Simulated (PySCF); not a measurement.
SMILES [SiH3]c1cccc(Cl)c1 at its GFN2-xTB optimised geometry (Å):

```
15

Si    -1.6860    -2.0456     0.0191
C     -0.7401    -0.4094     0.0000
C     -1.3979     0.8165     0.0010
C     -0.6938     2.0075     0.0010
C      0.6902     2.0007     0.0003
C      1.3513     0.7832     0.0000
Cl     3.0842     0.7568    -0.0014
C      0.6510    -0.4094     0.0000
H     -1.0844    -2.9500    -0.9622
H     -3.0842    -1.7798    -0.3205
H     -1.5940    -2.6314     1.3587
H     -2.4780     0.8377     0.0003
H     -1.2214     2.9500     0.0008
H      1.2502     2.9227    -0.0009
H      1.1919    -1.3438    -0.0014
```

Level of theory: PBE/def2-TZVP (PySCF 2.14.0). Cells within 0.4 Å of a nucleus heavier than hydrogen are left out (blank, or x).

Map of the log10 of the electron density (e/bohr³), floored at −4 on the plane z = 0.0 Å:

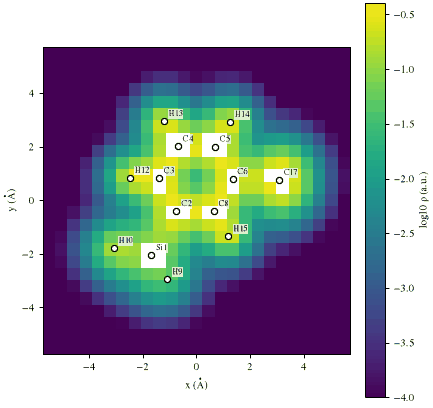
Figure: Log10 of the electron density (e/bohr³), floored at −4 on the plane z = 0.0 Å.
